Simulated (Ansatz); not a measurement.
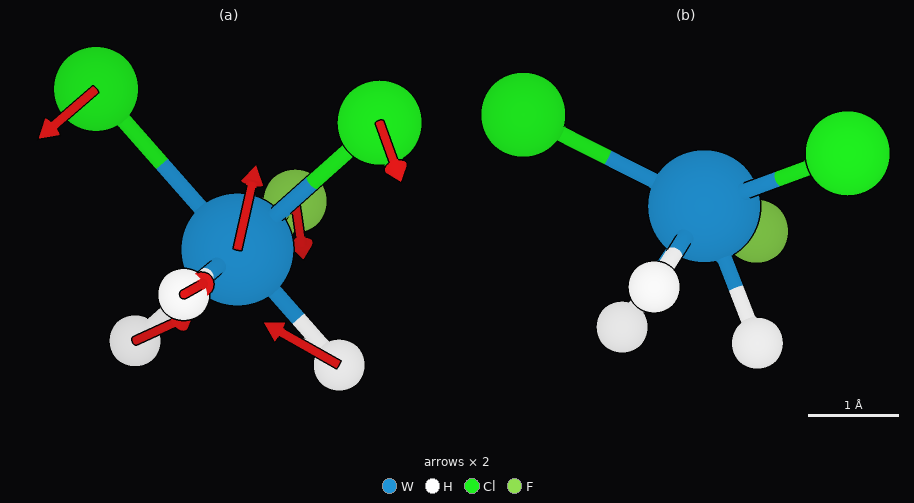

The structure of WH3Cl2F before (left) and after (right) a relaxation, at one scale. The red arrows give the displacements, magnified 2 times.

Style: ball-and-stick. Shown at a tilt.

The run prepares the start of a later molecular dynamics calculation, from a guessed geometry.

Computed with Ansatz 0.2.0, RKS PBE0-D4/def2-SVP.

Input
```yaml
crystal:
  periodic: [false, false, false]
  atoms:
    - { symbol: W, position_ang: [0.0, 0.0, 0.0] }
    - { symbol: H, position_ang: [0.0, 0.0, 1.72] }
    - { symbol: H, position_ang: [1.72, 0.0, 0.0] }
    - { symbol: Cl, position_ang: [0.0, 2.39, 0.0] }
    - { symbol: F, position_ang: [-1.85, 0.0, 0.0] }
    - { symbol: H, position_ang: [0.0, -1.72, 0.0] }
    - { symbol: Cl, position_ang: [0.0, 0.0, -2.39] }
basis:
  gaussian: { orbitals: def2-SVP }
hamiltonian:
  xc: pbe0
  dispersion: d4
relax:
  f_tol: 0.02
  max_steps: 40
```

Command:
```bash
ansatz run input.yaml --threads 2 --pin off --max-ram 3072MiB --backend cpu --events-out ev --progress --plain --runs-dir out
```

Describe what moved and what it gained.

Over 7 geometry steps the energy falls by 69.1 kcal/mol. The largest force component goes from 3.6 to 0.018 eV/Å. The largest move after the best rigid fit is that of W1, 0.52 Å. By element the largest moves are W 0.52 Å, H 0.50 Å, Cl 0.45 Å, F 0.42 Å. Near-neighbour distances that change, for instance: W1–Cl4 2.390 → 2.275 Å, W1–H2 1.720 → 1.659 Å, W1–F5 1.850 → 1.872 Å. Among the angles between lasting bonds that change: H2–W1–Cl7 180.0° → 136.0°, H3–W1–F5 180.0° → 138.3°, H2–W1–H6 90.0° → 58.2°. Cost: 28 s on 2 threads of Arm Neoverse V1, on a shared host, peak memory 0.21 GiB.
